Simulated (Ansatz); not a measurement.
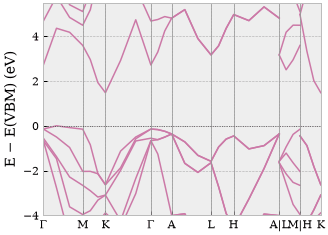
Band structure from DFT-HSE06 in the program Ansatz with PAW potentials

**Question.** Read off the gap and where the band edges lie.

**Answer.** About 1.5 eV (1.48 eV among the points solved); maximum on the Γ–M line, 36 % of the way from Γ, minimum at K.

The material is ZnS (NiAs type, P6_3/mmc).

The cell is a constructed one: a structure type filled with these elements; neither database checked (COD, Materials Project) lists it. It is not the phase usual at ambient conditions (space group No. 186, 216). The HSE06 relaxation kept the symmetry of its start; whether a distortion lowers the energy is not shown. The hybrid was solved on a coarse mesh, the path and, where they were found, the r²SCAN edge points; its band edges are the extreme levels among these.

Potentials: the later of the program's two PAW sets.
